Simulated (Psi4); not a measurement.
## Single-point calculation, with input and output: GaH$_{5}$O (part 1 of 2)

GaH$_{5}$O, computed with OMP2/aug-cc-pVDZ, RHF (Psi4 1.11).

The geometry comes from this level: PBE0-D4/def2-TZVP.

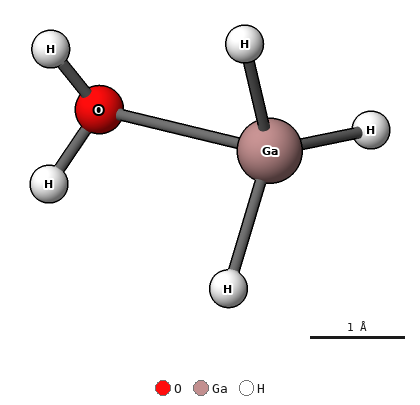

Figure 1. The structure as given in the input (ball-and-stick view, seen at a tilt). Sticks mark near contacts. Bond lengths as drawn: Ga–H 1.57 to 1.58 Å, Ga–O 2.20 Å and H–O 0.96 Å.

Input file (gah5o.py):
```python
import psi4

psi4.set_memory(1600000000)
psi4.set_num_threads(1)
psi4.core.set_output_file('psi4.out', False)

molecule = psi4.geometry("""
O     -0.46298290    -2.30187539    -0.32200933
Ga     0.29763186     1.77879920    -0.25662481
H     -1.80072002    -2.65374240     0.85906950
H      1.00457841    -3.20062914     0.26664036
H      0.15495754     2.36329149    -3.16207872
H     -2.04978593     2.39182636     1.48456884
H      2.97178330     1.49382850     1.04407368
units bohr
symmetry c1
no_reorient
no_com
""")

options = {'basis': 'aug-cc-pVDZ', 'puream': True, 'e_convergence': 1e-09, 'd_convergence': 1e-08, 'scf_type': 'pk', 'num_frozen_docc': 10}
psi4.set_options(options)

E = psi4.energy("omp2", molecule=molecule)
print(f'omp2 energy: {E:.10f} Eh')
for k, v in sorted(psi4.core.scalar_variables().items()):
    print(f'{k:45s} {v:18.10f}')
```

Machine: 1 thread of Intel Xeon (Granite Rapids), 64 GiB of memory available, shared host.

Run as:
```bash
python gah5o.py
```

Log:
```
=> Loading Basis Set <=

    Name: AUG-CC-PVDZ
    Role: ORBITAL
    Keyword: BASIS

         ---------------------------------------------------------
                                   SCF
                              RHF Reference
                        1 Threads,   1525 MiB Core
         ---------------------------------------------------------

  ==> Geometry <==

    Molecular point group: c1
    Full point group: C1

    Geometry (in Bohr), charge = 0, multiplicity = 1:

       Center              X                  Y                   Z               Mass
    ------------   -----------------  -----------------  -----------------  -----------------
         O           -0.462982900000    -2.301875390000    -0.322009330000    15.994914619570
         GA           0.297631860000     1.778799200000    -0.256624810000    68.925573500000
         H           -1.800720020000    -2.653742400000     0.859069500000     1.007825032230
         H            1.004578410000    -3.200629140000     0.266640360000     1.007825032230
         H            0.154957540000     2.363291490000    -3.162078720000     1.007825032230
         H           -2.049785930000     2.391826360000     1.484568840000     1.007825032230
         H            2.971783300000     1.493828500000     1.044073680000     1.007825032230

  Running in c1 symmetry.

  Rotational constants: A =      1.68084  B =      0.16591  C =      0.16542 [cm^-1]
  Rotational constants: A =  50390.40432  B =   4973.87177  C =   4959.05367 [MHz]
  Nuclear repulsion =  118.447812158767221

  Charge       = 0
  Multiplicity = 1
  Electrons    = 44
  Nalpha       = 22
  Nbeta        = 22

  ==> Algorithm <==

  SCF Algorithm Type is PK.
  DIIS enabled.
  MOM disabled.
  Fractional occupation disabled.
  Guess Type is SAD.
  Energy threshold   = 1.00e-09
  Density threshold  = 1.00e-08
  Integral threshold = 1.00e-12

  ==> Primary Basis <==

  Basis Set: AUG-CC-PVDZ
    Blend: AUG-CC-PVDZ
    Number of shells: 48
    Number of basis functions: 104
    Number of Cartesian functions: 109
    Spherical Harmonics?: true
    Max angular momentum: 2

  ==> Integral Setup <==

  Using in-core PK algorithm.
   Calculation information:
      Number of atoms:                   7
      Number of AO shells:              48
      Number of primitives:            153
      Number of atomic orbitals:       109
      Number of basis functions:       104

      Integral cutoff                 1.00e-12
      Number of threads:                 1

  Performing in-core PK
  Using 29817060 doubles for integral storage.
  We computed 692018 shell quartets total.
  Whereas there are 692076 unique shell quartets.

  ==> DiskJK: Disk-Based J/K Matrices <==

    J tasked:                  Yes
    K tasked:                  Yes
    wK tasked:                  No
    Memory [MiB]:             1144
    Schwarz Cutoff:          1E-12

  Minimum eigenvalue in the overlap matrix is 3.9340983613E-04.
  Reciprocal condition number of the overlap matrix is 4.3678438998E-05.
    Using symmetric orthogonalization.

  ==> Pre-Iterations <==

  SCF Guess: Superposition of Atomic Densities via on-the-fly atomic UHF (no occupation information).

   -------------------------
    Irrep   Nso     Nmo
   -------------------------
     A        104     104
   -------------------------
    Total     104     104
   -------------------------

  ==> Iterations <==

                        Total Energy        Delta E     RMS |[F,P]|

   @RHF iter SAD: -1996.02568812294862   -1.99603e+03   0.00000e+00
   @RHF iter   1: -2000.10377744880975   -4.07809e+00   1.19624e-02 ADIIS/DIIS
   @RHF iter   2: -2000.88200231389919   -7.78225e-01   5.17609e-03 ADIIS/DIIS
   @RHF iter   3: -2000.98394297975983   -1.01941e-01   5.36802e-04 ADIIS/DIIS
   @RHF iter   4: -2000.98661647381459   -2.67349e-03   1.57642e-04 ADIIS/DIIS
   @RHF iter   5: -2000.98679717786263   -1.80704e-04   6.69500e-05 DIIS
   @RHF iter   6: -2000.98683228933851   -3.51115e-05   1.21488e-05 DIIS
   @RHF iter   7: -2000.98683447655390   -2.18722e-06   2.24458e-06 DIIS
   @RHF iter   8: -2000.98683454874481   -7.21909e-08   5.11971e-07 DIIS
   @RHF iter   9: -2000.98683455335345   -4.60864e-09   9.95209e-08 DIIS
   @RHF iter  10: -2000.98683455353648   -1.83036e-10   1.99685e-08 DIIS
   @RHF iter  11: -2000.98683455354512   -8.64020e-12   3.38062e-09 DIIS
  Energy and wave function converged.

  ==> Post-Iterations <==

    Orbital Energies [Eh]
    ---------------------

    Doubly Occupied:

       1A   -378.842398     2A    -48.187855     3A    -42.517891
       4A    -42.515614     5A    -42.515502     6A    -20.652100
       7A     -6.388414     8A     -4.483288     9A     -4.478020
      10A     -4.477791    11A     -1.434312    12A     -1.189149
      13A     -1.183086    14A     -1.182854    15A     -1.178971
      16A     -1.178700    17A     -0.795753    18A     -0.686381
      19A     -0.616917    20A     -0.530170    21A     -0.401799
      22A     -0.398353

    Virtual:

      23A      0.020619    24A      0.033882    25A      0.035061
      26A      0.044980    27A      0.065830    28A      0.079323
      29A      0.102782    30A      0.111315    31A      0.116310
      32A      0.129707    33A      0.146626    34A      0.151013
      35A      0.171289    36A      0.187875    37A      0.199694
      38A      0.208868    39A      0.226012    40A      0.245812
      41A      0.264681    42A      0.286993    43A      0.291954
      44A      0.329041    45A      0.341653    46A      0.353909
      47A      0.366536    48A      0.369500    49A      0.383831
      50A      0.403504    51A      0.432841    52A      0.439848
      53A      0.502206    54A      0.508282    55A      0.509968
      56A      0.524648    57A      0.536878    58A      0.567793
      59A      0.577074    60A      0.625552    61A      0.645123
      62A      0.650244    63A      0.665999    64A      0.692211
      65A      0.698355    66A      0.795718    67A      0.796911
      68A      0.839966    69A      0.887662    70A      0.935243
      71A      0.937049    72A      0.962814    73A      1.101821
      74A      1.110780    75A      1.196590    76A      1.232218
      77A      1.286315    78A      1.319489    79A      1.393787
      80A      1.524450    81A      1.614255    82A      1.778043
      83A      1.868535    84A      1.945127    85A      1.976548
      86A      1.990450    87A      2.007985    88A      2.017419
      89A      2.040336    90A      2.082970    91A      2.104980
      92A      2.131512    93A      2.245676    94A      2.334912
      95A      2.452279    96A      2.479596    97A      2.572252
      98A      2.702662    99A      3.028422   100A      3.668478
     101A      3.675817   102A      3.734509   103A      4.015606
     104A      4.263717

    Final Occupation by Irrep:
              A
    DOCC [    22 ]
    NA   [    22 ]
    NB   [    22 ]

  @RHF Final Energy: -2000.98683455354512

   => Energetics <=

    Nuclear Repulsion Energy =            118.4478121587672206
    One-Electron Energy =               -3027.1986564860444560
    Two-Electron Energy =                 907.7640097737322549
    Total Energy =                      -2000.9868345535451226

Computation Completed

Properties will be evaluated at   0.000000,   0.000000,   0.000000 [a0]

Properties computed using the SCF density matrix

 Multipole Moments:

 ------------------------------------------------------------------------------------
     Multipole            Electronic (a.u.)      Nuclear  (a.u.)        Total (a.u.)
 ------------------------------------------------------------------------------------

 L = 1.  Multiply by 2.5417464519 to convert [e a0] to [Debye]
 Dipole X            :         -5.9417023            5.8035378           -0.1381645
 Dipole Y            :        -38.5083192           37.1223469           -1.3859723
 Dipole Z            :         10.5792375          -10.0391701            0.5400674
 Magnitude           :                                                    1.4938813

 ------------------------------------------------------------------------------------

	total time  =          5 seconds =       0.08 minutes
  Constructing Basis Sets for DFOCC...

   => Loading Basis Set <=

    Name: (AUG-CC-PVDZ AUX)
    Role: JKFIT
    Keyword: DF_BASIS_SCF

   => Loading Basis Set <=

    Name: (AUG-CC-PVDZ AUX)
    Role: RIFIT
    Keyword: DF_BASIS_CC

  Module DFOCC Options:
  ----------------------------------------------------------------------------
  ACTIVE                        => (empty)
  BASIS_RELATIVISTIC            => (empty)
  BENCH                         => (empty)
  CC_DIIS_MAX_VECS              => (empty)
  CC_DIIS_MIN_VECS              => (empty)
  CC_LAMBDA                     => (empty)
  CC_MAXITER                    => (empty)
  CC_TYPE                       => (empty)
  CHOLESKY                      => FALSE           !
  CHOLESKY_TOLERANCE            => (empty)
  CI_TYPE                       => (empty)
  COMPUT_S2                     => (empty)
  CUBEPROP_BASIS_FUNCTIONS      => (empty)
  CUBEPROP_FILEPATH             => (empty)
  CUBEPROP_ISOCONTOUR_THRESHOLD => (empty)
  CUBEPROP_ORBITALS             => (empty)
  CUBEPROP_TASKS                => (empty)
  CUBIC_BASIS_TOLERANCE         => (empty)
  CUBIC_BLOCK_MAX_POINTS        => (empty)
  CUBIC_GRID_OVERAGE            => (empty)
  CUBIC_GRID_SPACING            => (empty)
  CUTOFF                        => (empty)
  DDX                           => (empty)
  DEBUG                         => (empty)
  DERTYPE                       => (empty)
  DF_BASIS_CC                   => (empty)
  DIE_IF_NOT_CONVERGED          => (empty)
  DKH_ORDER                     => (empty)
  DOCC                          => (empty)
  DO_DIIS                       => (empty)
  DO_LEVEL_SHIFT                => (empty)
  DO_SCS                        => FALSE           !
  DO_SOS                        => FALSE           !
  E3_SCALE                      => (empty)
  EKT_IP                        => (empty)
  EXTERNAL_POTENTIAL_SYMMETRY   => (empty)
  E_CONVERGENCE                 => 1e-09           !
  FREEZE_CORE                   => (empty)
  FREEZE_CORE_POLICY            => (empty)
  FROZEN_DOCC                   => (empty)
  FROZEN_UOCC                   => (empty)
  HESS_TYPE                     => (empty)
  INTEGRAL_CUTOFF               => (empty)
  INTEGRAL_PACKAGE              => (empty)
  LEVEL_SHIFT                   => (empty)
  LINEQ_SOLVER                  => (empty)
  LITERAL_CFOUR                 => (empty)
  LS_THC_BASIS_TOLERANCE        => (empty)
  LS_THC_DF                     => (empty)
  LS_THC_PRUNING_SCHEME         => (empty)
  LS_THC_RADIAL_POINTS          => (empty)
  LS_THC_SPHERICAL_POINTS       => (empty)
  LS_THC_S_EPSILON              => (empty)
  LS_THC_WEIGHTS_TOLERANCE      => (empty)
  MAT_NUM_COLUMN_PRINT          => (empty)
  MAX_MOGRAD_CONVERGENCE        => (empty)
  MAX_RADIAL_MOMENT             => (empty)
  MBIS_D_CONVERGENCE            => (empty)
  MBIS_MAXITER                  => (empty)
  MBIS_PRUNING_SCHEME           => (empty)
```
